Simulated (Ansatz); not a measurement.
## Two runs on InSiN2H7

System: InSiN2H7.
Method of run A: RKS SPW92 (LDA)/def2-TZVPP (Ansatz 0.2.0).

The geometry comes from this level: PBE0-D4/def2-TZVP. Text and figures count atoms from 1; the logs count them from 0 in places.

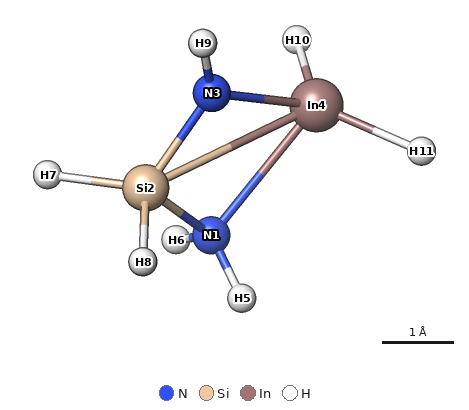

**Figure 1.** The structure as given in the input (ball-and-stick view, seen at a tilt; atoms are numbered from 1 in the order of the input). Sticks mark near contacts.

**The input, run A**
```yaml
crystal:
  periodic: [false, false, false]
  atoms:
    - {symbol: N, position_ang: [-0.967082, 0.524682, -0.495817]}
    - {symbol: Si, position_ang: [0.511363, 1.148518, 0.325853]}
    - {symbol: N, position_ang: [1.219736, -0.328725, 0.651350]}
    - {symbol: In, position_ang: [-0.169713, -1.707380, -0.170985]}
    - {symbol: H, position_ang: [-1.840820, 0.724310, -0.024806]}
    - {symbol: H, position_ang: [-1.069921, 0.795099, -1.466063]}
    - {symbol: H, position_ang: [1.184608, 2.067053, -0.640506]}
    - {symbol: H, position_ang: [0.050776, 1.987128, 1.472646]}
    - {symbol: H, position_ang: [2.092773, -0.496623, 1.118989]}
    - {symbol: H, position_ang: [0.230555, -2.290235, -1.742953]}
    - {symbol: H, position_ang: [-1.242294, -2.423827, 0.972273]}
basis:
  gaussian: {orbitals: def2-TZVPP}
hamiltonian: {xc: lda}
output: {orbitals: {seedname: orbitals}}
```

Hardware: 4 CPU threads, shared host.

**Output (run A)**
```
Functional definition: SPW92
  exchange = slater_x
  correlation = pw_c
1399 factors; their error is unknown
mean field evaluation 1: about -16061.8334 eV, gradient 1.1e2 eV
mean field evaluation 2: about -15939.3137 eV, gradient 2.1e2 eV
mean field evaluation 4: about -16081.4105 eV, gradient 2.8e1 eV
mean field evaluation 8: about -16082.8190 eV, gradient 1.8e-1 eV
mean field evaluation 16: about -16082.7987 eV, gradient 2.6e-4 eV
mean field -16082.79874508 eV, -591.0319525691 hartree, gradient 5.4e-5 eV, S^2 0.000000; 0 other end points of the search recorded, 0 dependent functions left out
reference -16082.79880395 eV, -591.0319547327 hartree; 28, 28 occupied and 224, 224 virtual orbitals, 1399 factors
Total energy: -16082.79880395 eV, -591.0319547327 hartree
```

Run B used a changed input.

**The two runs side by side**

| quantity | run A | run B |
| --- | --- | --- |
| outcome | converged | converged |
| total energy (hartree) | −591.031955 | −593.353056 |
| HOMO (eV) | −5.34 | −8.89 |
| LUMO (eV) | −1.66 | 0.95 |
| basis functions | 252 | 252 |
| wall time (shared host) | 2.2 s | 15 s |

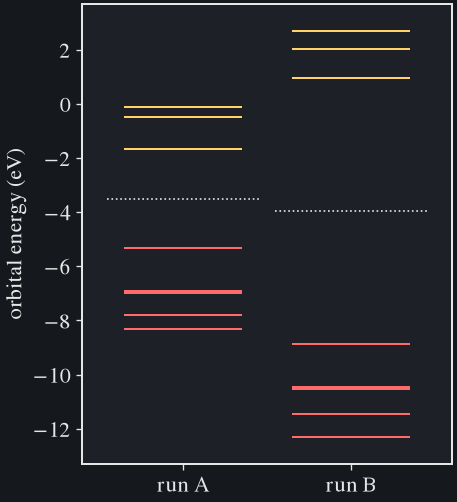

**Figure 2.** The five highest filled and three lowest empty orbital energies of the two runs; the dotted lines part filled from empty levels. The HOMO–LUMO gap is 3.69 eV in run A and 9.83 eV in run B.

What was changed in the input?

The change (lines with − go, lines with + come):
```diff
-hamiltonian: {xc: lda}
+hamiltonian: {xc: {name: wB97X-V}}
```

The total energies belong to different methods, so their difference says nothing on which is more stable or more accurate. The HOMO goes from −5.34 to −8.89 eV. The LUMO goes from −1.66 to 0.95 eV.

**Output (run B)**
```
Functional definition: wB97X-V
  parameter omega = 0.3/bohr
  parameter cx = 0.167
  parameter cx1 = 0.603
  parameter cx2 = 1.194
  parameter css0 = 0.556
  parameter css1 = -0.257
  parameter cos0 = 1.219
  parameter cos1 = -1.850
  parameter b = 6.0
  parameter c = 0.01
  exchange = spin_sum(e_x_unif_sr(omega)*poly(b97_u_x, 1 - cx, cx1, cx2)) + cx*exact_x_sr(omega) + exact_x_lr(omega)
  correlation = spin_sum(e_c_pw_same_spin*poly(b97_u_same, css0, css1))
      + integral(e_c_pw_opposite_spin*poly(b97_u_opposite, cos0, cos1)) + vv10(b, c)
1466 factors; their error is unknown
346 factors; integrals over basis functions are off by at most 8.9e-6 eV
mean field evaluation 1: about -16136.7988 eV, gradient 7.0e1 eV
mean field evaluation 2: about -16134.5140 eV, gradient 7.5e1 eV
mean field evaluation 4: about -16145.8927 eV, gradient 3.4e0 eV
mean field evaluation 8: about -16145.9243 eV, gradient 3.1e-2 eV
mean field evaluation 16: about -16145.9592 eV, gradient 4.0e-5 eV
mean field -16145.95918556 eV, -593.3530559453 hartree, gradient 4.0e-5 eV, S^2 0.000000; 0 other end points of the search recorded, 0 dependent functions left out
reference -16145.95918259 eV, -593.3530558359 hartree; 28, 28 occupied and 224, 224 virtual orbitals, 1466 factors
Total energy: -16145.95918259 eV, -593.3530558359 hartree
```
